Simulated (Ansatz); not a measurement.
**GaClF (SMILES [F][Ga][Cl]): UCAM-B3LYP/cc-pVTZ**

What is the electronic atomisation energy of GaClF at UCAM-B3LYP/cc-pVTZ? 

The calculation is run with Ansatz 0.2.0.

27 further runs of the same task are left out: 27 set aside as unsound or not needed.

## Step 1: The system as given

GaClF: 3 atoms, total charge 0, spin state doublet. SMILES: `[F][Ga][Cl]`. The coordinates come from a PBE0-D4/def2-TZVP relaxation.

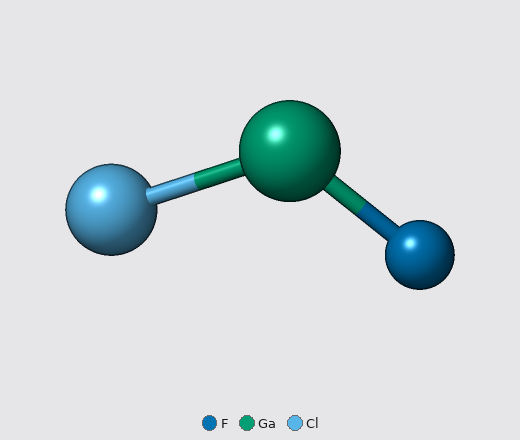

Viewed from a chosen angle; fluorine blue, gallium teal, chlorine blue.

## Step 2: The energy at UCAM-B3LYP/cc-pVTZ

File run.yaml:

```yaml
crystal:
  periodic: [false, false, false]
  atoms:
    - {symbol: F, position_ang: [-1.421100, 0.295900, -0.754800]}
    - {symbol: Ga, position_ang: [0.066400, 0.649600, 0.112200]}
    - {symbol: Cl, position_ang: [1.343900, -1.010300, 0.629300]}
basis:
  gaussian: {orbitals: cc-pVTZ}
magnetization: {spin_polarized: true, initial_magnetization: 1}
hamiltonian: {xc: {name: CAM-B3LYP}}
accuracy: high
output: {orbitals: {seedname: orbitals}}
```

On the command line:

```sh
$ ansatz run run.yaml --threads 1 --pin off --max-ram 3480MiB --events-out events.jsonl --progress --plain --runs-dir runs
```

Log:

```text
Warning: RAYON_NUM_THREADS=1 ignored (pool sized by the plan → 1); use --threads N
Functional definition: CAM-B3LYP
  name "CAM-B3LYP"
  parameter alpha = 0.19
  parameter beta = 0.46
  parameter omega = 0.33/bohr
  parameter ac = 0.81
  exchange = (1 - alpha - beta)*b88_x + beta*b88_x_sr(omega) + alpha*exact_x + beta*exact_x_lr(omega)
  correlation = (1 - ac)*vwn5_c + ac*lyp_c
1591 factors; integrals over basis functions are off by at most 4.3e-9 eV
330 factors; integrals over basis functions are off by at most 1.5e-9 eV
mean field evaluation 1: about -67621.5618 eV, gradient 3.1e1 eV
mean field evaluation 2: about -67615.7687 eV, gradient 5.6e1 eV
mean field evaluation 4: about -67624.8326 eV, gradient 1.8e0 eV
mean field evaluation 8: about -67624.8907 eV, gradient 1.8e-1 eV
mean field evaluation 16: about -67624.8910 eV, gradient 1.8e-4 eV
mean field -67624.89096261 eV, -2485.1689050787 hartree, gradient 5.7e-8 eV, S^2 0.753389; 0 other end points of the search recorded, 0 dependent functions left out
reference -67624.89097793 eV, -2485.1689056416 hartree; 29, 28 occupied and 78, 79 virtual orbitals, 1591 factors
Total energy: -67624.89097793 eV, -2485.1689056416 hartree
```

Wall time 18 s (1 thread of Arm Neoverse V2, shared host); peak memory 0.51 GiB.

## Step 3: The Cl atom at the same level

File molecule.yaml:

```yaml
crystal:
  periodic: [false, false, false]
  atoms:
    - symbol: Cl
      position_ang: [0.000000, 0.000000, 0.000000]
basis:
  gaussian: {orbitals: cc-pVTZ}
magnetization: {spin_polarized: true, initial_magnetization: 1}
accuracy: high
hamiltonian: {xc: {name: CAM-B3LYP}}
```

On the command line:

```sh
$ ansatz run molecule.yaml --threads 1 --pin off --max-ram 3480MiB --events-out events.jsonl --progress --plain --runs-dir runs
```

Log, shortened:

```text
Warning: RAYON_NUM_THREADS=1 ignored (pool sized by the plan → 1); use --threads N
[... 8 set-up lines as earlier in the session ...]
334 factors; integrals over basis functions are off by at most 4.0e-9 eV
123 factors; integrals over basis functions are off by at most 2.1e-9 eV
mean field evaluation 1: about -12521.8762 eV, gradient 4.1e0 eV
mean field evaluation 2: about -12521.9619 eV, gradient 9.1e-1 eV
mean field evaluation 4: about -12521.9683 eV, gradient 3.9e-1 eV
mean field evaluation 8: about -12521.9689 eV, gradient 1.0e-3 eV
mean field evaluation 16: about -12521.9689 eV, gradient 1.4e-8 eV
mean field -12521.96893435 eV, -460.1738706420 hartree, gradient 1.3e-8 eV, S^2 0.753075; 0 other end points of the search recorded, 0 dependent functions left out
reference -12521.96894474 eV, -460.1738710237 hartree; 9, 8 occupied and 25, 26 virtual orbitals, 334 factors
Total energy: -12521.96894474 eV, -460.1738710237 hartree
```

Wall time 1.1 s (1 thread of Arm Neoverse V2, shared host).

## Step 4: The F atom

File input.yaml:

```yaml
crystal:
  periodic: [false, false, false]
  atoms:
    - {symbol: F, position_ang: [0.000000, 0.000000, 0.000000]}
basis:
  gaussian:
    orbitals: cc-pVTZ
accuracy: high
magnetization:
  spin_polarized: true
  initial_magnetization: 1
total_charge: 0
hamiltonian:
  xc: {name: CAM-B3LYP}
```

Run the same way, it converges to -99.73939 Eh (log not shown).

## Step 5: The Ga atom, same level

File input.yaml:

```yaml
crystal:
  periodic: [false, false, false]
  atoms:
    - {symbol: Ga, position_ang: [0.000000, 0.000000, 0.000000]}
basis:
  gaussian: {orbitals: cc-pVTZ}
magnetization: {spin_polarized: true, initial_magnetization: 1}
hamiltonian: {xc: {name: CAM-B3LYP}}
accuracy: high
```

Run the same way, it converges to -1924.96138 Eh (log not shown).

## Step 6: Outcome

Level: UCAM-B3LYP/cc-pVTZ.

```
                                    quantity           value
                      molecule: total energy  -2485.16891 Eh
molecule: HOMO energy (highest over α and β)        -8.64 eV
 molecule: LUMO energy (lowest over α and β)        -3.35 eV
                              molecule: ⟨S²⟩           0.753
                       Cl atom: total energy   -460.17387 Eh
                               Cl atom: ⟨S²⟩           0.753
                        F atom: total energy    -99.73939 Eh
                                F atom: ⟨S²⟩           0.751
                       Ga atom: total energy  -1924.96138 Eh
                               Ga atom: ⟨S²⟩           0.753
               electronic atomisation energy        8.007 eV
```

In words: Taking the molecule apart into free atoms costs 8.01 eV (773 kJ/mol), before zero-point energy and without spin-orbit coupling.
